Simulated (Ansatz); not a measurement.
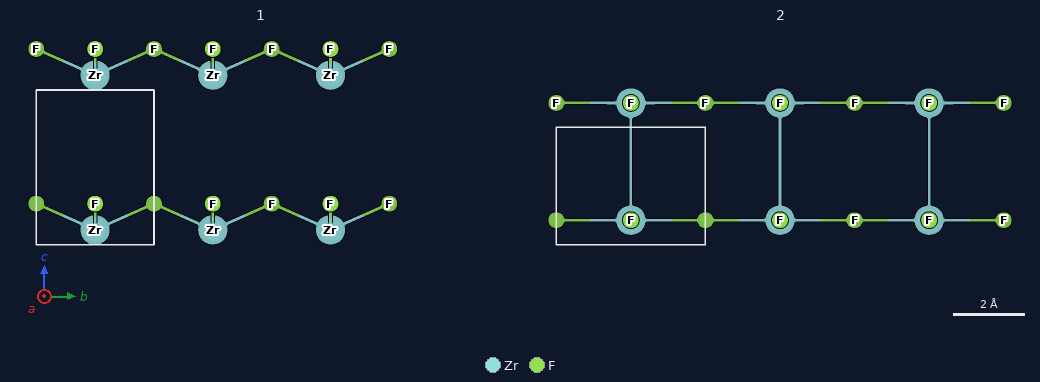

Two geometries of solid ZrF₂ (a generated structure, set up in P4mm) (coarse preliminary run), drawn at one scale. One is the start of a relaxation, the other its converged end. A ball-and-stick model of the cell of the calculation, repeated 1 × 3 × 2 with one cell outlined, seen along the a axis.

All numbers below come from DFT PBE, scalar-relativistic, plane waves, PAW (Ansatz 0.2.0). Settings: plane-wave cutoff 420 eV; k-point mesh 6 × 6 × 4; occupations gaussian; smearing width 0.1 eV; no spin polarisation; cell and atoms relaxed; force threshold 0.04 eV/Å; at most 70 steps.

Q: Which of the two is the end point?

A: Structure 2 is the relaxed one. The Zr atom moves most relative to the cell: 0.37 Å along +c. Largest moves by element: Zr 0.37 Å, F 0.19 Å. The drawn cell changes as follows: a = b 3.317 → 4.204 Å (+26.7 %), c 4.359 → 3.305 Å (−24.2 %); the volume changes by +21.8 %. Near-neighbour distances that change, for instance: Zr–Zr 4.359 → 3.305 Å, Zr–Zr 3.317 → 4.204 Å, F–Zr 1.815 → 2.102 Å. Bond angles that change, for instance: Zr–F–Zr 132.0° → 180.0°, F–Zr–F 132.0° → 180.0°, F–Zr–F 80.5° → 90.0°. The space group (tolerance 0.01 Å) goes from P4mm (No. 99) to P4/mmm (No. 123). The energy falls by 1437 meV per atom in 16 accepted moves (18 points after the start). The largest force component goes from 9.7 to 0.0037 eV/Å. Pressure: 60.95 GPa at the start and 0.13 GPa at the end. The SCF was repeated twice at an unchanged geometry on a basis and grid sized afresh for the cell, which shifted the energy by 220 meV per atom at most.
